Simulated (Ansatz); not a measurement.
# BLYP/def2-SVP (core potential) run of InH2OF (SMILES [OH][InH][F])

Aim: the electronic atomisation energy of InH2OF at BLYP/def2-SVP (core potential), from 5 runs. 

Program for the calculation: Ansatz 0.2.0.

37 further runs of the same task are left out: 1 that didn't finish, 36 set aside as unsound or not needed.

## Step 1: The structure to begin with

InH2OF has 5 atoms, charge 0, and is taken as a singlet. As SMILES, `[OH][InH][F]`. The shape is that of a PBE0-D4/def2-TZVP optimisation. This is a higher conformer, about 10 kJ/mol above the lowest found by a separate search.

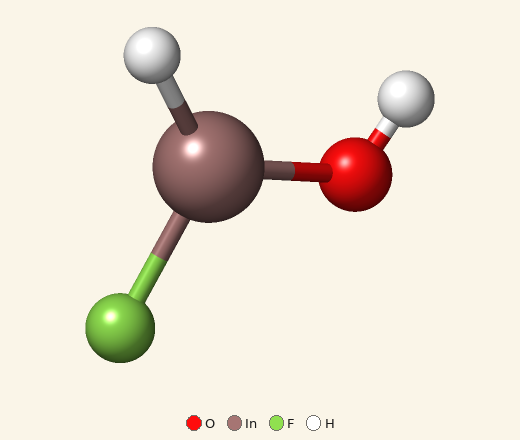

The structure, seen from a chosen angle (oxygen red, indium brown, fluorine green, hydrogen white).

## Step 2: The energy at BLYP/def2-SVP (core potential)

The input, in.yaml:

```yaml
crystal:
  periodic: [false, false, false]
  atoms:
    - {symbol: O, position_ang: [-1.279500, -0.345900, -0.577400]}
    - {symbol: In, position_ang: [0.480100, 0.042500, 0.210000]}
    - {symbol: F, position_ang: [1.185900, -1.654700, 0.841500]}
    - {symbol: H, position_ang: [-1.725200, 0.429800, -0.925700]}
    - {symbol: H, position_ang: [1.388500, 1.454700, 0.410200]}
basis:
  gaussian:
    orbitals: def2-SVP
total_charge: 0
hamiltonian:
  xc: {name: BLYP}
accuracy: high
output:
  orbitals: {seedname: orbitals}
```

Started as:

```sh
$ ansatz run in.yaml --threads 1 --pin off --max-ram 3480MiB --events-out events.jsonl --progress --plain --runs-dir runs
```

The log of the run:

```text
Warning: RAYON_NUM_THREADS=1 ignored (pool sized by the plan → 1); use --threads N
Functional definition: BLYP
  name "BLYP"
  parameter beta = 0.0042
  parameter a = 0.04918
  parameter b = 0.132
  parameter c = 0.2533
  parameter d = 0.349
  exchange = b88_x(beta = beta)
  correlation = lyp_c(a = a, b = b, c = c, d = d)
1445 factors; integrals over basis functions are off by at most 3.0e-9 eV
mean field evaluation 1: about -9954.6060 eV, gradient 7.6e1 eV
mean field evaluation 2: about -9821.3226 eV, gradient 2.2e2 eV
mean field evaluation 4: about -9961.7903 eV, gradient 4.1e1 eV
mean field evaluation 8: about -9965.1447 eV, gradient 2.7e-1 eV
mean field evaluation 16: about -9965.1406 eV, gradient 4.2e-6 eV
mean field -9965.14056369 eV, -366.2121611007 hartree, gradient 2.6e-8 eV, S^2 0.000000; 0 other end points of the search recorded, 0 dependent functions left out
reference -9965.14061366 eV, -366.2121629369 hartree; 20, 20 occupied and 44, 44 virtual orbitals, 1445 factors
Total energy: -9965.14061366 eV, -366.2121629369 hartree
```

Run time: 4.5 s. Hardware: 1 thread of Intel Xeon Platinum 8259CL at 2.50GHz (Skylake/Cascade Lake), shared host; peak memory 0.18 GiB.

## Step 3: The F atom

The input, molecule.yaml:

```yaml
crystal:
  periodic: [false, false, false]
  atoms:
    - {symbol: F, position_ang: [0.000000, 0.000000, 0.000000]}
basis:
  gaussian: {orbitals: def2-SVP}
magnetization: {spin_polarized: true, initial_magnetization: 1}
hamiltonian: {xc: {name: BLYP}}
accuracy: high
```

Run the same way, it converges to -99.62841 Eh (log not shown).

## Step 4: The H atom at the same level

The input, in.yaml:

```yaml
crystal:
  periodic: [false, false, false]
  atoms:
    - symbol: H
      position_ang: [0.000000, 0.000000, 0.000000]
basis:
  gaussian: {orbitals: def2-SVP}
magnetization: {spin_polarized: true, initial_magnetization: 1}
hamiltonian: {xc: {name: BLYP}}
accuracy: high
```

Run the same way, it converges to -0.49640 Eh (log not shown).

## Step 5: The In atom at the same level

Edit in.yaml of step 4 so:

```diff
@@ -3,4 +3,3 @@
   atoms:
-    - symbol: H
-      position_ang: [0.000000, 0.000000, 0.000000]
+    - {symbol: In, position_ang: [0.000000, 0.000000, 0.000000]}
 basis:
```

Run the same way, it converges to -190.07504 Eh (log not shown).

## Step 6: The O atom at the same level

The input, run.yaml:

```yaml
crystal:
  periodic: [false, false, false]
  atoms:
    - {symbol: O, position_ang: [0.000000, 0.000000, 0.000000]}
basis:
  gaussian: {orbitals: def2-SVP}
magnetization: {spin_polarized: true, initial_magnetization: 2}
hamiltonian: {xc: {name: BLYP}}
accuracy: high
```

Run the same way, it converges to -74.98782 Eh (log not shown).

## Step 7: Outcome

At BLYP/def2-SVP (core potential):

| quantity | value |
| --- | --- |
| molecule: total energy | -366.21216 Eh |
| molecule: HOMO energy | -6.78 eV |
| molecule: LUMO energy | -2.05 eV |
| molecule: HOMO–LUMO gap | 4.72 eV |
| F atom: total energy | -99.62841 Eh |
| F atom: ⟨S²⟩ | 0.751 |
| H atom: total energy | -0.49640 Eh |
| H atom: ⟨S²⟩ | 0.750 |
| In atom: total energy | -190.07504 Eh |
| In atom: ⟨S²⟩ | 0.751 |
| O atom: total energy | -74.98782 Eh |
| O atom: ⟨S²⟩ | 2.002 |
| electronic atomisation energy | 14.370 eV |

In words: Taking the molecule apart into free atoms costs 14.37 eV (331 kcal/mol), before zero-point energy and without spin-orbit coupling.
